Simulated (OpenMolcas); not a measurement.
**Multiconfigurational calculation for Yb³⁺ complex**

System: Yb³⁺ with 8 ligands (F; cube, 2.527 Å), embedded in SrF2 by model potentials and point charges, whose field is part of the energies.
Method: state-averaged CASSCF, active space 13 electrons in the shell 4f, basis ANO-RCC-VDZP on the metal and ANO-RCC-VDZP on the ligands, DKH2 scalar Hamiltonian, spin-orbit coupling by RASSI with atomic mean-field integrals (OpenMolcas).

Input file:
```
&GATEWAY
Basis set
Yb.ANO-RCC-VDZP.
Yb1 0.0 0.0 0.0 Angstrom
End of basis
Basis set
F.ANO-RCC-VDZP.
L1 1.458964 1.458964 1.458964 Angstrom
L2 1.458964 1.458964 -1.458964 Angstrom
L3 1.458964 -1.458964 1.458964 Angstrom
L4 1.458964 -1.458964 -1.458964 Angstrom
End of basis
Basis set
Sr.EMB-AIMP.Pascual.0s.0s.ECP.SrF2.
PseudoCharge
* 21 symmetry-unique lattice sites within 7.6 angstrom
End of basis
Basis set
F.EMB-AIMP.Pascual.0s.0s.ECP.SrF2.
PseudoCharge
* 40 symmetry-unique lattice sites within 7.6 angstrom
End of basis
Symmetry
XYZ
AngMom=0.0 0.0 0.0
AMFI
RICD
XField
1348 Angstrom 0
* Evjen-weighted lattice charges
&SEWARD
&RASSCF
FileOrb=start.orb
Symmetry=2
Spin=2
nActEl=13 0 0
Inactive=35 32
Ras2=0 7
CIRoot=7 7 1
SDav=7
CIMx=300
Iter=150 100
PrWF=0.3
OrbListing=Nothing
MaxOrb=0
LevShft=1.0
>>> COPY $Project.JobIph JOB001
&RASSI
NrOfJobIphs=1 7
1 2 3 4 5 6 7
IphNames
JOB001
EJob
SpinOrbit
DIPRint=1.0
SOCoupling=1000.0
Subsets=2
Property=9
'ANGMOM' 1 'ANGMOM' 2 'ANGMOM' 3 'MLTPL  1' 1 'MLTPL  1' 2 'MLTPL  1' 3
'AMFI' 1 'AMFI' 2 'AMFI' 3
SOProperty=3
'ANGMOM' 1 'ANGMOM' 2 'ANGMOM' 3
```

The file start.orb holds starting orbitals from an earlier step. A driver script formed the levels outside the program, from RASSI's spin-orbit matrix and the active-space energies, averaged over the components of each term or state.

Hardware: 1 thread of Arm Neoverse V2, 24 GiB of memory available, shared host.

Run as:
```bash
OMP_NUM_THREADS=1 MOLCAS_MEM=2457 MOLCAS_PROJECT=a pymolcas a.inp > a.log  # once for each step of the input, in one work folder
```

Output (extracts):
```
--- SEWARD ---
Basis set label: YB.ANO-RCC...7S6P4D2F1G.

      Electronic valence basis set:
      ------------------
      Associated Effective Charge  70.000000 au
      Associated Actual Charge     70.000000 au
      Nuclear Model: Point charge

      Shell  nPrim  nBasis  Cartesian Spherical Contaminant
         s      25       7        X
         p      22       6        X
         d      15       4                 X
         f      11       2                 X
         g       4       1                 X
                  Relativistic Douglas-Kroll-Hess integrals:
                    - DKH order of Hamiltonian: 2
                    - DKH order of Properties : 0
                  Atomic mean-field integrals
--- RASSCF ---
Wave function specifications:
      -----------------------------

      Number of closed shell electrons         134
      Number of electrons in active shells      13
      Max number of holes in RAS1 space          0
      Max nr of electrons in RAS3 space          0
      Number of inactive orbitals               67
      Number of active orbitals                  7
      Number of secondary orbitals             106
      Spin quantum number                      0.5
      State symmetry                             2
Orbital specifications:
      -----------------------

      Symmetry species                           1   2
                                                ag  au
      Frozen orbitals                            0   0
      Inactive orbitals                         35  32
      Active orbitals                            0   7
      RAS1 orbitals                              0   0
      RAS2 orbitals                              0   7
      RAS3 orbitals                              0   0
      Secondary orbitals                        57  49
      Deleted orbitals                           0   0
      Number of basis functions                 92  88
      Number of CSFs                             7
      Number of root(s) required                 7
      Iter CI   SX   CI       RASSCF       Energy    max ROT     max BLB   max BLB  Level Ln srch  Step   QN
          iter iter root      energy       change     param      element    value   shift minimum  type update
 Nr of preliminary CI iterations:   1
      Total energies have been shifted. Add               -14000.00 au
        1   1    8    0  -843.98175516    0.00E+00  -4.92E-02   34  41 2  6.14E-01*  2.02   0.00    SX    NO
        2   1    9    0  -844.78083200   -7.99E-01* -1.87E-02   10  36 1 -1.92E-01*  1.39   0.00    SX    NO
        3   1    8    0  -844.94734345   -1.67E-01* -1.12E-02   34  41 2  1.12E-01*  1.48   0.00    SX    NO
        4   1    8    0  -844.98353079   -3.62E-02*  7.45E-03   38  45 2 -7.23E-02*  1.33   0.00    SX    NO
        5   1    8    0  -844.99982082   -1.63E-02* -6.68E-03   34  41 2  4.31E-02*  1.38   1.30    QN   YES
        6   1    8    0  -845.01176612   -1.19E-02*  3.79E-03   36  43 2  2.68E-02*  1.34   1.61    LS   YES
        7   1    8    0  -845.01378325   -2.02E-03*  1.27E-03   38  45 2  1.77E-02*  1.32   1.07    QN   YES
        8   1    7    0  -845.01467895   -8.96E-04*  8.75E-04   12  52 2  5.67E-03*  1.31   1.70    LS   YES
        9   1    7    0  -845.01486193   -1.83E-04* -7.30E-04   34  41 2 -8.63E-03*  1.31   1.02    QN   YES
       10   1    7    0  -845.01500784   -1.46E-04* -4.48E-04   10  36 1 -2.68E-03*  1.31   1.62    LS   YES
       11   1    7    0  -845.01503269   -2.48E-05* -1.93E-04   11  51 2 -1.50E-03*  1.31   1.00    QN   YES
       12   1    6    0  -845.01504727   -1.46E-05*  2.55E-04   11  51 2 -7.99E-04*  1.31   2.33    LS   YES
       13   1    6    0  -845.01505419   -6.92E-06*  9.55E-05   13  53 2  6.16E-04*  1.31   0.99    QN   YES
       14   1    6    0  -845.01505626   -2.07E-06*  5.59E-05   12  49 2  1.75E-04*  1.31   1.59    LS   YES
       15   1    6    0  -845.01505659   -3.28E-07*  2.30E-05   32  84 1 -1.88E-04*  1.31   1.01    QN   YES
       16   1    5    0  -845.01505681   -2.18E-07*  1.59E-05   29  80 2 -7.26E-05   1.31   1.69    LS   YES
       17   1    5    0  -845.01505685   -3.85E-08*  9.52E-06   10  36 1 -4.82E-05   1.31   0.99    QN   YES
       18   1    5    0  -845.01505687   -2.42E-08*  1.17E-05   12  49 2 -2.58E-05   1.31   1.66    QN   YES
       19   1    4    0  -845.01505688   -9.73E-09  -2.14E-06   10  36 1  8.88E-06   1.31   1.12    QN   YES
      Convergence after 19 iterations
       20   1    4    0  -845.01505688   -8.93E-10  -2.14E-06   10  36 1  4.94E-06   1.31   1.12    QN   YES
      Natural orbitals and occupation numbers for root  1
      sym 2:   2.000000   1.000000   2.000000   2.000000   2.000000   2.000000   2.000000
      Natural orbitals and occupation numbers for root  2
      sym 2:   2.000000   2.000000   1.000000   2.000000   2.000000   2.000000   2.000000
      Natural orbitals and occupation numbers for root  3
      sym 2:   2.000000   2.000000   1.000000   2.000000   2.000000   2.000000   2.000000
::    RASSCF root number  1 Total energy: -14845.01637816
::    RASSCF root number  2 Total energy: -14845.01487557
::    RASSCF root number  3 Total energy: -14845.01487557
::    RASSCF root number  4 Total energy: -14845.01487557
::    RASSCF root number  5 Total energy: -14845.01479777
::    RASSCF root number  6 Total energy: -14845.01479777
::    RASSCF root number  7 Total energy: -14845.01479777
--- RASSI ---
SPIN-FREE ENERGIES:
  (Shifted by EMIN (a.u.) =     -14845.0163781610)

 SF State       Relative EMIN(au)   Rel lowest level(eV)    D:o, cm**(-1)

     1             0.0000000000        0.0000000000              0.0000
     2             0.0015025931        0.0408876417            329.7811
     3             0.0015025931        0.0408876417            329.7811
     4             0.0015025931        0.0408876417            329.7811
     5             0.0015803947        0.0430047297            346.8565
     6             0.0015803947        0.0430047297            346.8565
     7             0.0015803947        0.0430047297            346.8565
     Dipole printing threshold changed to   1.00000000E+00
Eigenvalues of complex Hamiltonian:
   -----------------------------------
  (Shifted by EMIN (a.u.) =     -14845.0163781610)

 SO State       Relative EMIN(au)   Rel lowest level(eV)    D:o, cm**(-1)

     1            -0.0198645121        0.0000000000              0.0000
     2            -0.0198645121        0.0000000000              0.0000
     3            -0.0189492203        0.0249063602            200.8833
     4            -0.0189492203        0.0249063590            200.8833
     5            -0.0189492203        0.0249063590            200.8833
     6            -0.0189492203        0.0249063602            200.8833
     7            -0.0188975709        0.0263118124            212.2191
     8            -0.0188975709        0.0263118124            212.2191
     9             0.0281938167        1.3077337473          10547.5840
    10             0.0281938167        1.3077337473          10547.5840
    11             0.0288578352        1.3258026123          10693.3192
    12             0.0288578352        1.3258026123          10693.3192
    13             0.0288578352        1.3258026111          10693.3192
    14             0.0288578352        1.3258026111          10693.3192
Weights of the five most important spin-orbit-free states for each spin-orbit state.

 SO State  Total energy (au)           Spin-free states, spin, and weights
 -------------------------------------------------------------------------------------------------------
    1        -0.019865       1 0.5  0.5867    2 0.5  0.1378    4 0.5  0.1378    3 0.5  0.1378    6 0.5  0.0000
    2        -0.019865       1 0.5  0.5867    2 0.5  0.1378    4 0.5  0.1378    3 0.5  0.1378    6 0.5  0.0000
    3        -0.018949       4 0.5  0.2827    2 0.5  0.2225    6 0.5  0.1786    5 0.5  0.1763    3 0.5  0.1384
    4        -0.018949       3 0.5  0.2905    7 0.5  0.2360    2 0.5  0.2066    4 0.5  0.1465    5 0.5  0.0614
    5        -0.018949       3 0.5  0.2911    7 0.5  0.2358    2 0.5  0.2093    4 0.5  0.1432    6 0.5  0.0608
    6        -0.018949       4 0.5  0.2857    2 0.5  0.2198    5 0.5  0.1778    6 0.5  0.1769    3 0.5  0.1381
    7        -0.018898       7 0.5  0.3333    5 0.5  0.3333    6 0.5  0.3333    2 0.5  0.0000    3 0.5  0.0000
    8        -0.018898       7 0.5  0.3333    5 0.5  0.3333    6 0.5  0.3333    2 0.5  0.0000    3 0.5  0.0000
    9         0.028194       1 0.5  0.4133    3 0.5  0.1956    2 0.5  0.1956    4 0.5  0.1956    6 0.5  0.0000
   10         0.028194       1 0.5  0.4133    3 0.5  0.1956    2 0.5  0.1956    4 0.5  0.1956    6 0.5  0.0000
   11         0.028858       7 0.5  0.4277    3 0.5  0.1614    2 0.5  0.1093    5 0.5  0.1093    6 0.5  0.1066
   12         0.028858       7 0.5  0.4277    3 0.5  0.1614    2 0.5  0.1093    5 0.5  0.1093    6 0.5  0.1066
```

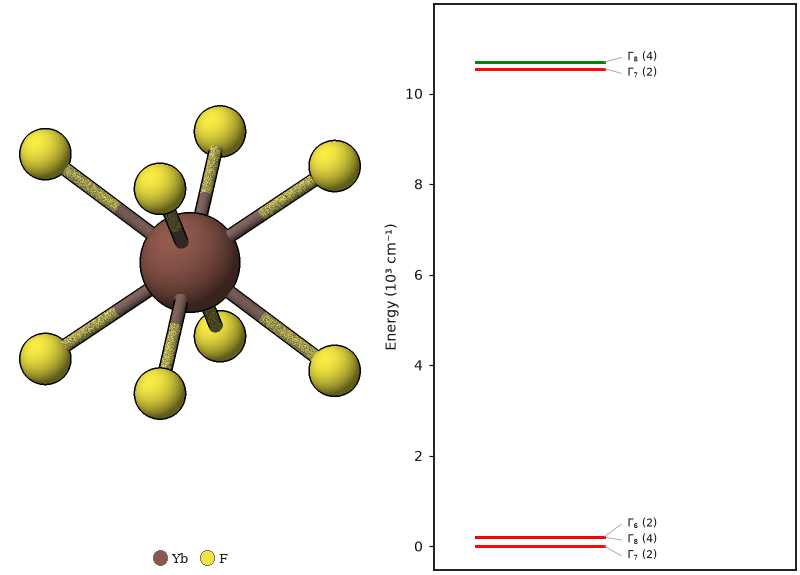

**Figure 1.** Yb³⁺ (4f¹³) as a dopant in SrF₂, a cluster with its 8 nearest F⁻ at 2.527 Å (cube) embedded in model potentials and point charges; the geometry was set, not optimised, and its levels. Labels give the representation in O, Td, D4 or D3 as the site allows (double group for half-integer spin) where it could be assigned and, in brackets, the degeneracy; spin-free states, where drawn, share the zero of the spin-orbit levels. The ground level is Γ₇, a Kramers doublet, 100 % from states of spin multiplicity 2. Its principal g values are 3.44, 3.44 and 3.44, isotropic. The next level lies at 201 cm⁻¹ (Γ₈). The lowest J multiplet spreads over 212 cm⁻¹. The active orbitals hold 100 % metal character (Löwdin), and the Mulliken charge of the metal is +2.57.

Results in brief:

```
                                 quantity                 value
                                  outcome             converged
      energy of the lowest spin-free term  −14845.01638 hartree
    energy of the lowest spin-orbit level  −14845.03624 hartree
largest spread among components of a term              0.0 cm⁻¹
                                wall time                  23 s
                              peak memory              0.59 GiB
```

Notes:

Without dynamic correlation the splittings between terms come out too large, often by 20 to 50 %. Caveats: the geometry is set by hand, with no relaxation.
